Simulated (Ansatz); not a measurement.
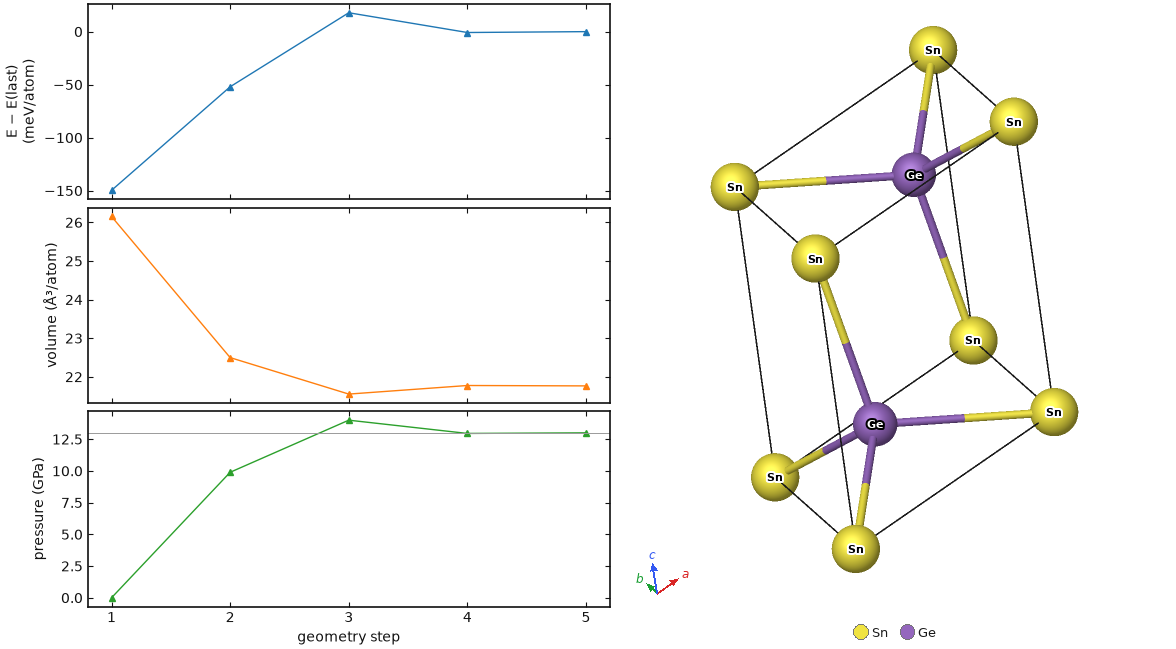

The picture comes from a calculation with Ansatz.

Beside the plot: the structure at the start.

History of a geometry optimisation. Atoms and cell relax. A closing SCF on a freshly chosen basis isn't drawn.

```
crystal:
  lattice:
    - [0.0, 3.3978336137, 3.3978336137]
    - [3.3978336137, 0.0, 3.3978336137]
    - [3.3978336137, 3.3978336137, 0.0]
  atoms:
    - { symbol: Sn, position: [0.0, 0.0, 0.0] }
    - { symbol: Ge, position: [0.75, 0.75, 0.75] }
    - { symbol: Ge, position: [0.25, 0.25, 0.25] }
basis:
  ecutwfc: 420
kpoints:
  mp_grid: { grid: [12, 12, 12] }
hamiltonian:
  xc: pbe
scf:
  occupations: { method: fermi_dirac, width: 0.15 }
output:
  forces: true
  stress: true
  eigenvalues: true
relax:
  adjacent_minimum: "off"
  f_tol: 0.001
  max_steps: 60
  cell: { stress_tol: 0.02, p_target: 13.0 }
```

Question: How did it end, and what did it gain?

Answer: The optimisation met its thresholds at geometry 5, counting the start as the first. The energy of the last step lies about 150 meV/atom above the first, with a rise at steps 2 and 3. The target is 13 GPa, so the enthalpy and not the energy is minimised. All forces vanish by symmetry, so only the cell moves.

Question: Was the starting cell too large or too small?

Answer: The volume shrinks from 26.2 to 21.8 Å³ per atom (−17 %), as the pressure goes from −0.00014 GPa to about 13 GPa.
